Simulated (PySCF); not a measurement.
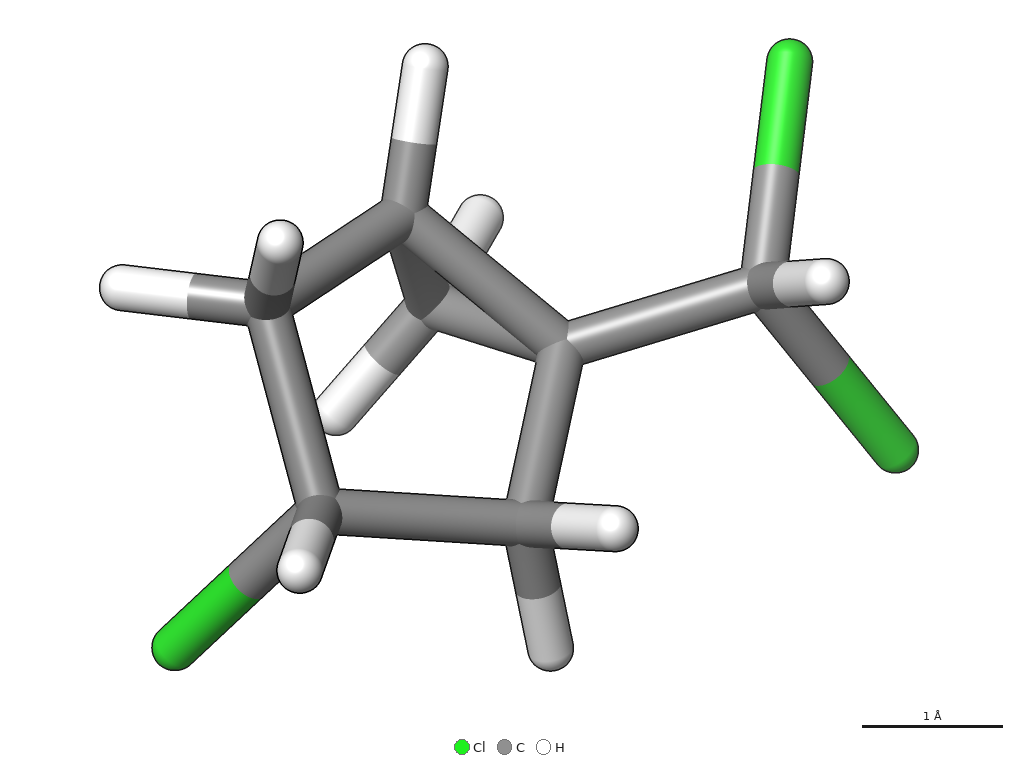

Stick drawing of a structure. Every bond is drawn as one stick, whatever its order.

Computed geometry: GFN2-xTB optimisation. No frequency run is at hand to confirm it as a minimum.

Question: Give the formula.

Answer: C₇H₉Cl₃, 19 atoms: 7 carbon, 9 hydrogen and 3 chlorine.

Question: Which point group does it belong to?

Answer: C1.

Question: Does it have rings?

Answer: Independent rings (smallest set): 1 of 3 members, 1 of 5 members.

Question: Name some functional groups or characteristic bonds that it holds.

Answer: Among them: C–Cl bond.

Question: What is its SMILES?

Answer: ClC(Cl)[C@@]12C[C@H](Cl)C[C@@H]1C2

The parts below concern this one geometry. Atoms keep their numbers from picture to picture.

## Dipole moment

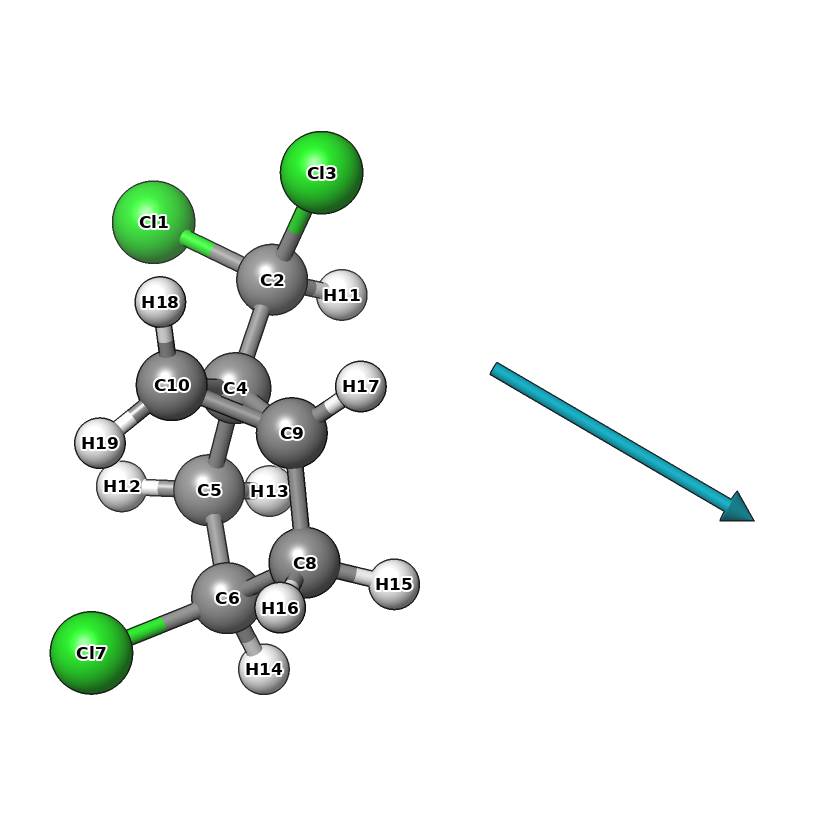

The arrow beside the molecule shows the direction of the dipole moment, from the negative to the positive end (its length means nothing). No frequency run is at hand to confirm it as a minimum. Level of theory: PBE0/pcSseg-1, gas phase (PySCF 2.14.0).

Question: Estimate the dipole moment.

Answer: 2.80 D; it points from the side of Cl1 to the side of H15 (the outermost atoms at the two ends).

## Ring current

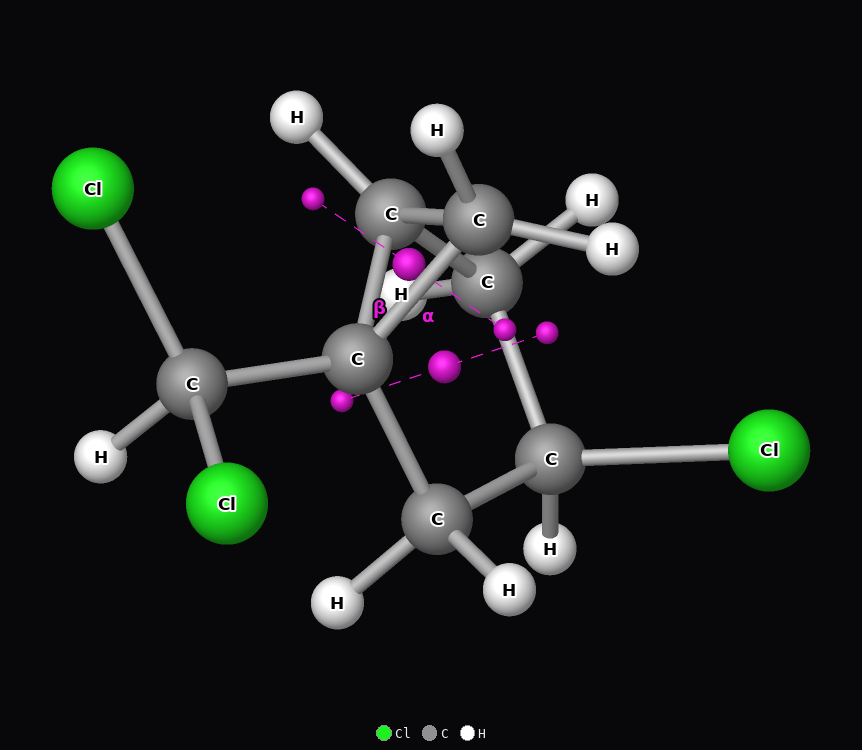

The small points mark where nucleus-independent chemical shifts (NICS) were computed: at the centre of each lettered ring and 1 Å above and below it. No frequency run is at hand to confirm it as a minimum. Properties computed with GIAO PBE0/pcSseg-1 NMR shielding, non-relativistic, gas phase (PySCF 2.14.0).

Give NICS(0), NICS(1) and the out-of-plane component NICS(1)zz for each ring (means of the two sides).

```csv
ring,members,NICS(0),NICS(1),NICS(1)zz
α,C5,−7.9,−4.6,−2.6
β,C3,−45.8,−9.0,−26.9
```

Values in ppm.

Question: What do the values say about the ring currents?

Answer: Ring α: weak, as in a non-aromatic ring. NICS is one index among several.

## Charges

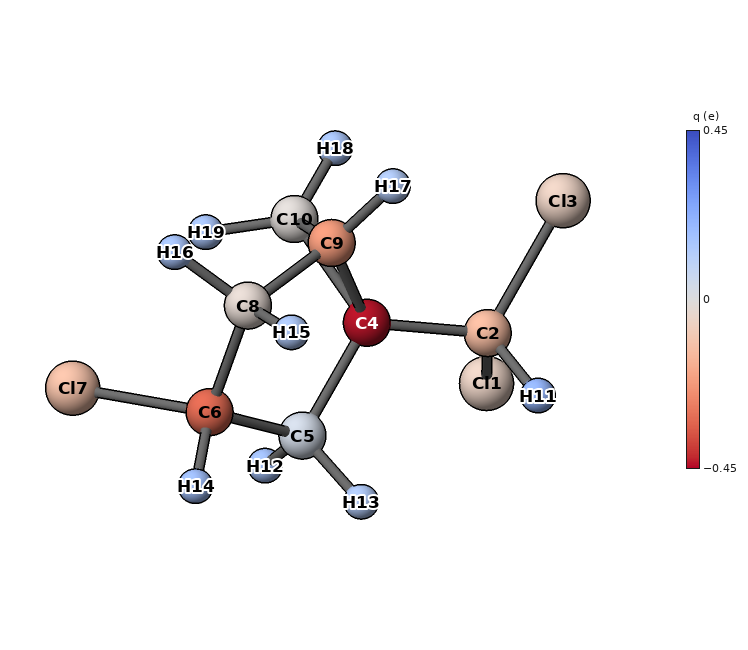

Atoms are coloured by their Mulliken charges. No frequency run is at hand to confirm it as a minimum. Method: PBE0/pcSseg-1, gas phase (PySCF 2.14.0).

List the Mulliken charges.

```
atom  value (e)
 Cl1      −0.06
  C2      −0.13
 Cl3      −0.06
  C4      −0.43
  C5       0.03
  C6      −0.32
 Cl7      −0.12
  C8      −0.03
  C9      −0.21
 C10      −0.01
 H11       0.19
 H12       0.16
 H13       0.12
 H14       0.17
 H15       0.13
 H16       0.15
 H17       0.12
 H18       0.14
 H19       0.15
```

## NMR shielding

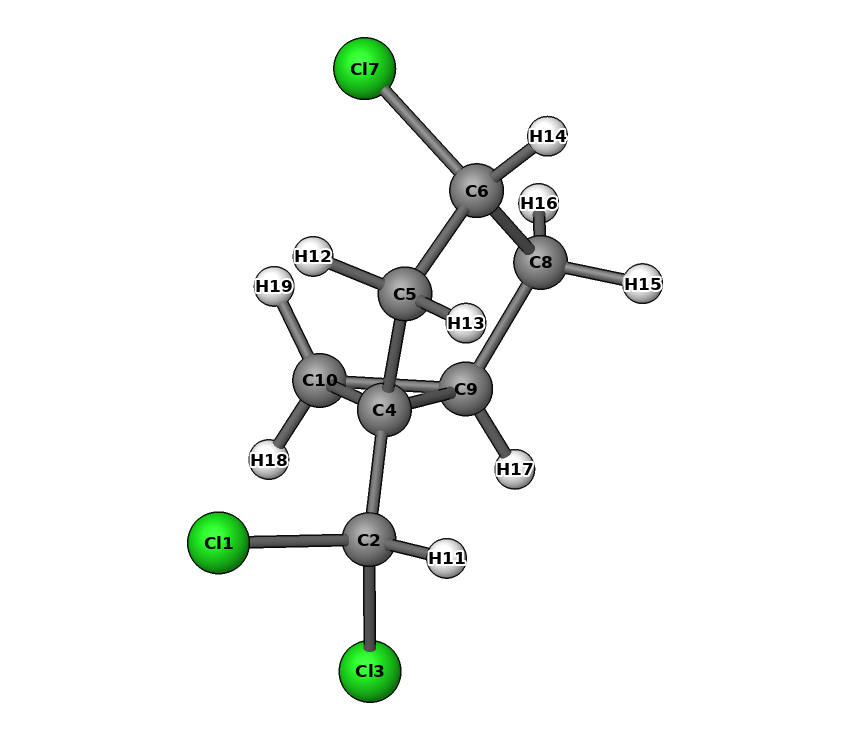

The questions are on isotropic NMR shieldings of the C atoms. No frequency run is at hand to confirm it as a minimum. Method: GIAO PBE0/pcSseg-1 NMR shielding, non-relativistic, gas phase (PySCF 2.14.0).

Give the isotropic NMR shieldings of the C atoms atom by atom.

| atom | σ (ppm) |
| --- | --- |
| C2 | 96.1 |
| C4 | 145.3 |
| C5 | 139.2 |
| C6 | 123.2 |
| C8 | 143.3 |
| C9 | 155.3 |
| C10 | 172.5 |

Mulliken values depend strongly on the basis set and can even reverse the polarity of a bond.
